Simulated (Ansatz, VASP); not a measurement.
**Au (Gold): VASP beside Ansatz**

Wanted: the spread between two codes on one cell, functional and k mesh. The cell is taken from a series of VASP runs on this material, whose earlier steps may have relaxed, scaled or displaced it; both programs get it as it stands. Valence electrons are named where the data sets of a main pair hold unlike numbers.

Method: plane waves, with VASP 6.6.1 beside it; band structure at PBEsol, spin-orbit coupling, in Ansatz 0.2.0.

## (1) Starting point

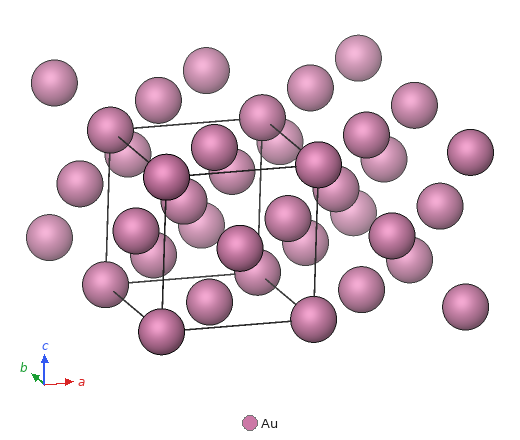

The starting structure, seen slightly off an axis (gold pink). 2×2×1 cells are drawn. This picture shows the conventional cell, with its axes. Some periodic images of atoms are drawn too.

Structure file:

```cif
data_structure
_symmetry_space_group_name_H-M 'P 1'
_symmetry_Int_Tables_number 1
_cell_length_a 2.8856
_cell_length_b 2.8856
_cell_length_c 2.8856
_cell_angle_alpha 60.000
_cell_angle_beta 60.000
_cell_angle_gamma 60.000
_cell_volume 16.99
loop_
_atom_site_label
_atom_site_type_symbol
_atom_site_fract_x
_atom_site_fract_y
_atom_site_fract_z
_atom_site_occupancy
Au1 Au 0.00000 0.00000 0.00000 1
```

## (2) VASP: band structure, PBEsol, spin-orbit coupling

A single point gives forces, pressure and levels at one fixed geometry, so differences don't come from the geometry; what else differs is listed under the comparison.

Lines of VASP's logs that name or quote its potential files are left out, and so is its time.

Contents of INCAR:

```
SYSTEM = Au
PREC = Accurate
ENCUT = 400
EDIFF = 1E-06
NELM = 100
ISMEAR = 1
SIGMA = 0.2
LREAL = .FALSE.
ALGO = Normal
GGA = PS
LNONCOLLINEAR = .TRUE.
MAGMOM = 0 0 0
NBANDS = 22
GGA_COMPAT = .FALSE.
LASPH = .TRUE.
LSORBIT = .TRUE.
LMAXMIX = 4
LORBIT = 11
LWAVE = .FALSE.
LCHARG = .FALSE.
KPAR = 2
```

Contents of POSCAR:

```
Au
1.0
    0.0000000000      2.0404236080      2.0404236080
    2.0404236080      0.0000000000      2.0404236080
    2.0404236080      2.0404236080      0.0000000000
Au
1
Direct
    0.0000000000      0.0000000000      0.0000000000
```

Contents of KPOINTS:

```
Automatic mesh
0
Gamma
8 8 8
0 0 0
```

Contents of KPOINTS_OPT:

```
Line mode
16
Line-mode
Reciprocal
  0.00000000   0.00000000   0.00000000 GAMMA
  0.50000000   0.00000000   0.50000000 X

  0.50000000   0.00000000   0.50000000 X
  0.50000000   0.25000000   0.75000000 W

  0.50000000   0.25000000   0.75000000 W
  0.37500000   0.37500000   0.75000000 K

  0.37500000   0.37500000   0.75000000 K
  0.00000000   0.00000000   0.00000000 GAMMA

  0.00000000   0.00000000   0.00000000 GAMMA
  0.50000000   0.50000000   0.50000000 L

  0.50000000   0.50000000   0.50000000 L
  0.62500000   0.25000000   0.62500000 U

  0.62500000   0.25000000   0.62500000 U
  0.50000000   0.25000000   0.75000000 W

  0.50000000   0.25000000   0.75000000 W
  0.50000000   0.50000000   0.50000000 L

  0.50000000   0.50000000   0.50000000 L
  0.37500000   0.37500000   0.75000000 K

  0.62500000   0.25000000   0.62500000 U
  0.50000000   0.00000000   0.50000000 X
```

PAW data sets: Au (PBE family, release 64).

Run with:

```sh
$ mpirun -np 2 vasp_ncl
```

Numbers of over 12 decimals in the logs are rounded to 6 here.

The program printed:

```text
[banner, memory and clock lines left out]
running    2 mpi-ranks, on    1 nodes
 distrk:  each k-point on    1 cores,    2 groups
 distr:  one band on    1 cores,    1 groups

 POSCAR found type information on POSCAR Au
 POSCAR found :  1 types and       1 ions
|                                                                             |
|               ----> ADVICE to this user running VASP <----                  |
|                                                                             |
|     You enforced a specific xc type in the INCAR file but a different       |
|     [... a line on the potential file left out ...]
|     I HOPE YOU KNOW WHAT YOU ARE DOING!                                     |
|                                                                             |

 LDA part: xc-table for (Slater+PW92), standard interpolation
 POSCAR, INCAR and KPOINTS ok, starting setup
 FFT: planning ... GRIDC
 FFT: planning ... GRID_SOFT
 FFT: planning ... GRID
 WAVECAR not read
 entering main loop
       N       E                     dE             d eps       ncg     rms          rms(c)
DAV:   1     0.516194835664E+02    0.51619E+02   -0.48239E+03  1356   0.774E+02
DAV:   2    -0.351859297478E+01   -0.55138E+02   -0.51826E+02  1510   0.203E+02
DAV:   3    -0.453240231722E+01   -0.10138E+01   -0.10081E+01  1498   0.271E+01
DAV:   4    -0.453707473819E+01   -0.46724E-02   -0.46720E-02  1450   0.203E+00
DAV:   5    -0.453711983819E+01   -0.45100E-04   -0.45100E-04  1492   0.204E-01    0.113E+01
DAV:   6    -0.420444591047E+01    0.33267E+00   -0.49250E-01  1342   0.838E+00    0.691E+00
DAV:   7    -0.418073497009E+01    0.23711E-01   -0.41227E-02  1456   0.241E+00    0.339E+00
DAV:   8    -0.417776106140E+01    0.29739E-02   -0.12789E-03  1398   0.310E-01    0.140E+00
DAV:   9    -0.417751137871E+01    0.24968E-03   -0.22895E-04  1420   0.159E-01    0.105E-01
DAV:  10    -0.417751605342E+01   -0.46747E-05   -0.22054E-06  1396   0.156E-02    0.367E-02
DAV:  11    -0.417751664383E+01   -0.59041E-06   -0.28989E-07  1170   0.589E-03
   1 F= -.41775166E+01 E0= -.41775567E+01  d E =0.120292E-03  mag=     0.0000    -0.0000    -0.0000
 Start KPOINTS_OPT (optional k-point list driver)
k-point batch [1-29\160]
       N       E                     dE             ncg
DAV:   1     0.330211150935E+04   -0.62517E+04     1348
DAV:   2     0.170911297673E+04   -0.15930E+04     1528
DAV:   3     0.168098052528E+04   -0.28132E+02     1378
DAV:   4     0.168083506081E+04   -0.14546E+00     1360
DAV:   5     0.168083342763E+04   -0.16332E-02     1372
DAV:   6     0.168083340624E+04   -0.21394E-04     1354
DAV:   7     0.168083340597E+04   -0.27409E-06     1004
[...]
k-point batch [146-160\160]
       N       E                     dE             ncg
DAV:   1     0.799684506403E+04   -0.52795E+04      684
DAV:   2     0.720474698551E+04   -0.79210E+03      792
DAV:   3     0.718830987666E+04   -0.16437E+02      696
DAV:   4     0.718822207286E+04   -0.87804E-01      708
DAV:   5     0.718822104847E+04   -0.10244E-02      702
DAV:   6     0.718822103469E+04   -0.13781E-04      708
DAV:   7     0.718822103452E+04   -0.17826E-06      464
```

Parts of OUTCAR (step 2):

```text
ion  position               nearest neighbor table
   1  0.000  0.000  0.000-

  LATTYP: Found a face centered cubic cell.
 ALAT       =     4.0808472160

 Subroutine GETGRP returns: Found 48 space group operations
 (whereof 48 operations were pure point group operations)

The static configuration has the point symmetry O_h .

 Found     29 irreducible k-points:

   k-points           NKPTS =     29   k-points in BZ     NKDIM =     29   number of bands    NBANDS=     22

   dimension x,y,z NGX =    20 NGY =   20 NGZ =   20
   dimension x,y,z NGXF=    40 NGYF=   40 NGZF=   40

   ENCUT  =  400.0 eV  29.40 Ry    5.42 a.u.   4.71  4.71  4.71*2*pi/ulx,y,z

   NELECT =      11.0000    total number of electrons

 k-points in reciprocal lattice and weights: Automatic mesh
   0.00000000  0.00000000  0.00000000       0.002
   0.12500000  0.00000000  0.00000000       0.016
   0.25000000  0.00000000  0.00000000       0.016
   0.37500000  0.00000000  0.00000000       0.016
   0.50000000  0.00000000  0.00000000       0.008
   0.12500000  0.12500000  0.00000000       0.012
   0.25000000  0.12500000  0.00000000       0.047
   0.37500000  0.12500000  0.00000000       0.047
   0.50000000  0.12500000  0.00000000       0.047
[...]
-0.37500000  0.50000000  0.12500000       0.023
  -0.25000000  0.50000000  0.25000000       0.012

 average (electrostatic) potential at core
       1 -64.0769

 E-fermi :   9.3686

 k-point     1 :       0.0000    0.0000    0.0000
  band No.  band energies     occupation
    ...
      8       5.1944      1.00000
      9       6.4211      1.00000
     10       6.4211      1.00000
     11       6.4211      1.00000
     12       6.4211      1.00000
     13      23.8278      0.00000
     14      23.8278      0.00000
     15      27.0441      0.00000
     16      27.0441      0.00000
     17      28.1009      0.00000
    ...

 k-point     2 :       0.1250    0.0000    0.0000
  band No.  band energies     occupation
    ...
      8       5.2956      1.00000
      9       6.2660      1.00000
     10       6.2660      1.00000
     11       6.4671      1.00000
     12       6.4671      1.00000
     13      24.2495      0.00000
     14      24.2495      0.00000
     15      25.1413      0.00000
     16      25.1413      0.00000
     17      28.0190      0.00000
    ...

 k-point     3 :       0.2500    0.0000    0.0000
  band No.  band energies     occupation
    ...
      8       5.4858      1.00000
      9       6.2395      1.00000
     10       6.2395      1.00000
     11       6.8046      1.00000
     12       6.8046      1.00000
     13      20.3472      0.00000
     14      20.3472      0.00000
     15      24.8894      0.00000
     16      24.8894      0.00000
     17      28.4105      0.00000
    ...

  Total       -0.0021522     -0.0021522     -0.0021522     -0.0000000     -0.0000000      0.0000000
  in kB       -0.2029573     -0.2029573     -0.2029573     -0.0000000     -0.0000000      0.0000000
  external PRESSURE =      -0.2029573 kB  Pullay stress =       0.0000000 kB

  energy-cutoff  :      400.00
  volume of cell :       16.99
      direct lattice vectors                 reciprocal lattice vectors
     0.000000000  2.040423608  2.040423608    -0.245047155  0.245047155  0.245047155
     2.040423608  0.000000000  2.040423608     0.245047155 -0.245047155  0.245047155
     2.040423608  2.040423608  0.000000000     0.245047155  0.245047155 -0.245047155

 POSITION                                       TOTAL-FORCE (eV/Angst)
 -----------------------------------------------------------------------------------
      0.00000      0.00000      0.00000         0.000000      0.000000      0.000000
 -----------------------------------------------------------------------------------
    total drift:                                0.000000      0.000000      0.000000

  FREE ENERGIE OF THE ION-ELECTRON SYSTEM (eV)
  ---------------------------------------------------
  free  energy   TOTEN  =        -4.1775166438 eV

  energy  without entropy=       -4.1776369354  energy(sigma->0) =       -4.17755674

 Spin-Orbit-Coupling matrix elements
 Ion:    1  E_soc:     -0.5907327

 total charge
# of ion       s       p       d       tot
------------------------------------------
    1        0.544   0.371   8.729   9.644

 magnetization (x)
# of ion       s       p       d       tot
------------------------------------------
    1        0.000   0.000   0.000   0.000

 magnetization (y)
# of ion       s       p       d       tot
------------------------------------------
    1        0.000  -0.000   0.000   0.000

 magnetization (z)
# of ion       s       p       d       tot
------------------------------------------
    1        0.000   0.000   0.000   0.000

[... 3 further parts left out ...]
```

This run has no spin polarisation. Its electron count is odd, so without a moment it is a metal by construction. The k-mesh is coarse for a metal. The PAW data sets were made with PBE, which is usual practice but a small mismatch for other functionals.

## (3) Ansatz: band structure, PBEsol, spin-orbit coupling

Ansatz runs on its fully relativistic PAW (standard-fr) files.

The same cell, functional, mesh and smearing now go to Ansatz, which takes its cutoff from its data sets.

Contents of input.yaml:

```yaml
crystal:
  lattice:
    - [0.0, 2.040423608, 2.040423608]
    - [2.040423608, 0.0, 2.040423608]
    - [2.040423608, 2.040423608, 0.0]
  atoms:
    - { symbol: Au, position: [0.0, 0.0, 0.0] }
hamiltonian:
  xc: pbesol
  pseudopotentials: { kind: paw_fr }
magnetization:
  noncollinear: true
  spin_orbit: true
kpoints:
  mp_grid: { grid: [8, 8, 8] }
  band_path:
    path:
      - [0.0, 0.0, 0.0]
      - [0.16667, 0.0, 0.16667]
      - [0.33333, 0.0, 0.33333]
      - [0.5, 0.0, 0.5]
      - [0.5, 0.08333, 0.58333]
      - [0.5, 0.18333, 0.68333]
      - [0.5, 0.25, 0.75]
      - [0.45, 0.3, 0.75]
      - [0.40833, 0.34167, 0.75]
      - [0.35, 0.35, 0.7]
      - [0.225, 0.225, 0.45]
      - [0.075, 0.075, 0.15]
      - [0.03333, 0.03333, 0.03333]
      - [0.23333, 0.23333, 0.23333]
      - [0.4, 0.4, 0.4]
      - [0.51667, 0.46667, 0.51667]
      - [0.55833, 0.38333, 0.55833]
      - [0.60833, 0.28333, 0.60833]
      - [0.60833, 0.25, 0.64167]
      - [0.55833, 0.25, 0.69167]
      - [0.51667, 0.25, 0.73333]
      - [0.5, 0.3, 0.7]
      - [0.5, 0.38333, 0.61667]
      - [0.5, 0.48333, 0.51667]
      - [0.475, 0.475, 0.55]
      - [0.425, 0.425, 0.65]
      - [0.38333, 0.38333, 0.73333]
      - [0.59167, 0.18333, 0.59167]
      - [0.55, 0.1, 0.55]
      - [0.5, 0.0, 0.5]
    npoints: 1
scf:
  occupations: { method: methfessel_paxton, width: 0.2 }
  n_extra_bands: 12
output:
  forces: true
  stress: true
  eigenvalues: true
```

Run with:

```sh
$ ansatz run input.yaml --threads 2 --pin off --max-ram 4608MiB --backend cpu --events-out ev --progress --plain --runs-dir out
```

The program printed:

```text
scf.n_extra_bands = 12 over 19 filled bands (N_el = 19.0): the run solves 31 bands
Engine: ansatz 0.2.0, aarch64-unknown-linux-gnu
Pseudopotentials: kind: paw_fr
Pseudopotential: Au, paw_fr, valence charge 19, recommended cutoff 420 eV (normal), Au.paw.azcp#standard-fr
Functional definition: PBEsol
  exchange = pbesol_x
  correlation = pbesol_c
non-collinear run that drives no moment, with spin-orbit: no starting moment large enough to seed its density (crystal.atoms[].spin), no starting occupations that ask for one, no magnetisation constraint and no magnetic field, so the semilocal B_xc is pinned to zero
Crystal: 1 atoms, lattice volume = 16.990 Å³
Basis set: ecut = 420 eV, 331 PW (Γ), exchange–correlation on 40×40×40 points (8 copies of the dense FFT grid, shifted against one another)
Bands: 31, of which v1, the nominal top of the filled ones, is band 19 counted from 1 (18 counted from 0)
Symmetry: 48 space group operations + 48 with time reversal
Magnetic group: BNS 225.117 (UNI 1619), of the structure as read, at distance tolerance 2.6e-5 Å
k-points: 29 of 512
Projection manifold: j_resolved (fully-relativistic pseudo-atomic orbitals)
Non-local potential: Au, projectors of the file, l = 0: 3, l = 1: 4, l = 2: 4, l = 3: 2
PAW form: soft (Blöchl's): semilocal exchange-correlation on the pseudo side does not see the compensation charge
PAW frozen core: Au, regenerated for the run's functional, and the local potential with it (the file was generated under x = pbe(κ = 0.804, μ = 0.219515), c = pbe(β = 0.066725))
PAW one-centre angular grid: Au, 590 points (default); XC on 64 Gauss nodes
Initial density: superposition of atomic densities (chi_scale 0.1, normalization cell)
Initial wavefunctions: pseudopotential atomic-orbital guess
Functional: x = pbesol(κ = 0.804, μ = 0.123457), c = pbesol(β = 0.046)
SCF iter   1: F=—  HF=-13044.164255 eV  |F-HF|=—  |Δ(HF+E_count)|=         —  Δρ=7.73e-2  dr2=1.11e0  dr2_m=0.00e0 (ungated)  ethr=3.10e-3  |M|=0.00e0 ∫|m|=0.00e0 μB  |m|>n=0.0e0 m-floor=0.0e0 τ_xc=0.0e0  β_m=0.30  ⟨swp⟩=5.8  Hψ=3985  notcnv=0  defer=66
preconditioner: auto → none  [metal: Δε(μ)=0.044 eV  Ē_g=18.402 eV  σ=0.200 eV  W_gap=0.18  n_scr=8 (ndim 8)  ℏωp=29.9 eV  f_vac=0.000  D(μ)=1.38/eV (n_scr^D=14)  sad-step TF]
SCF iter   2: F=—  HF=-13043.971253 eV  |F-HF|=—  |Δ(HF+E_count)|=   1.93e-1  S|Δr|=    0.00e0  Δρ=5.07e-2  dr2=4.78e-1  dr2_m=0.00e0 (ungated)  ethr=3.10e-3  |M|=0.00e0 ∫|m|=0.00e0 μB  |m|>n=0.0e0 m-floor=0.0e0 τ_xc=0.0e0  β_m=0.57  ⟨swp⟩=1.9  Hψ=1267  notcnv=0  defer=132
SCF iter   3: F=—  HF=-13043.821396 eV  |F-HF|=—  |Δ(HF+E_count)|=   1.50e-1  S|Δr|=    0.00e0  Δρ=7.26e-3  dr2=4.02e-3  dr2_m=0.00e0 (ungated)  ethr=2.52e-3  |M|=0.00e0 ∫|m|=0.00e0 μB  |m|>n=0.0e0 m-floor=0.0e0 τ_xc=0.0e0  β_m=0.77  ⟨swp⟩=2.1  Hψ=1248  notcnv=0  defer=132
SCF iter   4: F=—  HF=-13043.823570 eV  |F-HF|=—  |Δ(HF+E_count)|=   2.17e-3  S|Δr|=    0.00e0  Δρ=9.83e-4  dr2=1.60e-4  dr2_m=0.00e0 (ungated)  ethr=2.11e-5  |M|=0.00e0 ∫|m|=0.00e0 μB  |m|>n=0.0e0 m-floor=0.0e0 τ_xc=0.0e0  β_m=0.86  ⟨swp⟩=2.0  Hψ=1399  notcnv=0  defer=141
SCF iter   5: F=—  HF=-13043.823531 eV  |F-HF|=—  |Δ(HF+E_count)|=   3.92e-5  S|Δr|=    0.00e0  Δρ=2.98e-4  dr2=1.38e-5  dr2_m=0.00e0 (ungated)  ethr=8.44e-7  |M|=0.00e0 ∫|m|=0.00e0 μB  |m|>n=0.0e0 m-floor=0.0e0 τ_xc=0.0e0  β_m=0.84  ⟨swp⟩=1.3  Hψ=812  notcnv=0  defer=141
SCF iter   6: F=—  HF=-13043.823533 eV  |F-HF|=—  |Δ(HF+E_count)|=   2.39e-6  S|Δr|=    0.00e0  Δρ=1.77e-5  dr2=3.83e-8  dr2_m=0.00e0 (ungated)  ethr=5.26e-10  |M|=0.00e0 ∫|m|=0.00e0 μB  |m|>n=0.0e0 m-floor=0.0e0 τ_xc=0.0e0  β_m=0.87  ⟨swp⟩=9.6  Hψ=5554  notcnv=0
SCF iter   7: F=-13043.823533 eV  HF=-13043.823533 eV  |F-HF|=3.09e-11  |Δ(HF+E_count)|=   2.43e-9  S|Δr|=    0.00e0  Δρ=7.81e-7  dr2=6.53e-11  dr2_m=0.00e0 (ungated)  ethr=2.02e-10  |M|=0.00e0 ∫|m|=0.00e0 μB  |m|>n=0.0e0 m-floor=0.0e0 τ_xc=0.0e0  ⟨swp⟩=1.0  Hψ=2435  notcnv=0
SCF 1 converged in 7 iterations: F = -13043.823533 eV  dr2 = 6.53e-11
  greatest PAW one-centre occupation: 1.001 electrons in one spin orbital (limit 2), on the Au atom at site 0 (counted from 0), in its partial waves of l = 0
NSCF: frozen V_eff on 30 k-points
SCF converged after 7 iterations
Stability not checked: this state was not tested for a lower state beside it, because cold or Methfessel-Paxton smearing, or corrected tetrahedra, fill the levels in a way that the test cannot read (fill_not_monotonic; see scf.lower_state_search)
Magnetization: |M| = 0.0000 μB,  M = (+0.0000, +0.0000, +0.0000) μB
Absolute magnetization: 0.0000 μB (∫|m|)
  site 0: m = (+0.0000, +0.0000, +0.0000) μB, |m| = 0.0000 μB  (R = 1.19 Å)
Free energy (F): -13043.823533 eV
Harris-Foulkes:  -13043.823533 eV  (|F-HF|=3.09e-11)
Internal energy: -13043.823436 eV  (E = F + TS)
E sigma→0 (E₀):  -13043.823509 eV
Entropy (-TS):   -0.000097 eV (-0.097 meV/atom)
Fermi energy:    20.616306 eV
--- Per-component energies (eV) ---
  E_band       = -215.375552
  E_kinetic    = 604.661120
  E_local      = -1694.347863  (includes V_loc(G=0)·N_el)
  E_nonlocal   = 64.211154
  E_hartree    = 721.395704
  E_xc         = -226.989801
  E_vxc        = -275.145236  (∫ρ·V_xc dr)
  E_paw        = -9592.921492  (= ΣΔE_a)
  E_vpaw       = -357.547859  (= ΣTr[D̂ρ^β])
  E_aug_tail   = 0.001332  (compensation charges beyond the density's cutoff)
  E_ewald      = -2920.148558
  E_core_change = 0.314969  (= ΣΔE_core)
  E_smearing   = -0.000097  (= −TS)
  E_closure    = -0.000000  (closes the sum)
  Σ components = -13043.823533   (vs F -13043.823533, Δ=0.00e0)
--- Forces (eV/Å), atoms counted from 1 ---
  atom   1  Au    -0.00000000     0.00000000     0.00000000
  max |Σ_I F_I| component: 1.12e-24 eV/Å
--- Stress (GPa, compression-positive) ---
       -0.048566       0.000000       0.000000
        0.000000      -0.048566       0.000000
        0.000000      -0.000000      -0.048566
  P = ⅓ Tr σ = -0.0486 GPa (-0.486 kbar)
--- Band table (eV; the first three rows and the last of 29) ---
  k-point 0: bands = [... 15 lower, 16.4366, 17.6711, 17.6711, 17.6711, 17.6711, 34.9610, 34.9610, 38.1080, ... 8 higher]
  k-point 1: bands = [... 15 lower, 16.5383, 17.5144, 17.5144, 17.7179, 17.7179, 35.3874, 35.3874, 36.2682, ... 8 higher]
  k-point 2: bands = [... 15 lower, 16.7296, 17.4861, 17.4861, 18.0583, 18.0583, 31.5338, 31.5338, 36.0242, ... 8 higher]
  k-point 28: bands = [... 15 lower, 17.4170, 19.0233, 19.0233, 25.2602, 25.2602, 26.0823, 26.0823, 27.3417, ... 8 higher]
```

It took 3 s on 2 threads of Arm Neoverse V1, shared host; peak memory 0.32 GiB; 5.6 s of CPU time.

Reading the cycles: dr2 is the Hartree energy of the density residual (eV), the measure of convergence; HF is the Harris–Foulkes estimate of the energy, which meets the free energy F at convergence.

## (4) Side by side

Known differences besides the potentials themselves: spin-orbit coupling enters by fully relativistic files in Ansatz and inside the spheres in VASP; the data sets hold 19 valence electrons in Ansatz (on its fully relativistic PAW (standard-fr) files) and 11 in VASP; the cutoff is 420 eV in Ansatz and 400 eV in VASP; Ansatz makes its cores anew for this functional, VASP keeps those of its PBE data sets. Total energies have different zeros and are not compared.

Compared:

```
      quantity  Ansatz   VASP  difference
pressure (GPa)   -0.05  -0.02       -0.03
```

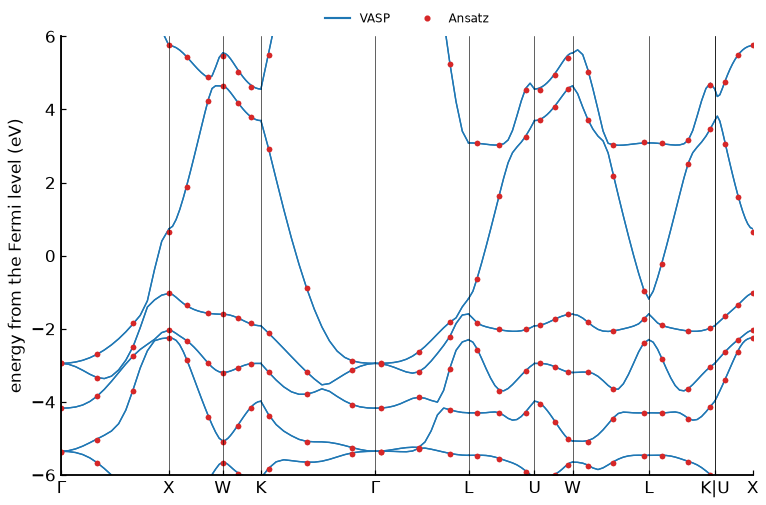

Bands from VASP (lines) and levels from Ansatz (dots). Dots without a line are higher empty bands that the VASP plot leaves out.

Levels from 3 eV below to 2 eV above the Fermi level differ by 24 meV r.m.s. and 82 meV at most; each VASP level is matched to the nearest of Ansatz, which flatters the figure a little. Ansatz's pressure holds a Pulay correction of 0.05 GPa; VASP's holds none.

## (5) What came out

- r.m.s. difference of levels near the Fermi level (band structure, PBEsol, spin-orbit coupling): 24 meV

**Reading.** The r.m.s. difference of levels near the Fermi level is 24 meV (band structure, PBEsol, spin-orbit coupling), within the 80 meV picked in this series as the mark of a large difference. The data sets hold unlike numbers of valence electrons (19 in Ansatz and 11 in VASP), so part of the differences comes from the potentials. Such differences can come from data sets, numerical settings and the points named under the comparisons, not from the functional's error against experiment.

[Lines on the potential files, build, host, timing and source positions are cut from VASP's logs without a mark.]

[Logs are printed without paths, hosts, clocks, repeated set-up lines and the standing remarks that a program may print on its own settings, such as how far it seeks lower states.]

[Hosts, paths, dates, database ids (printed as entryN), source tags and the programs' standing remarks are cut or masked in the printed files.]
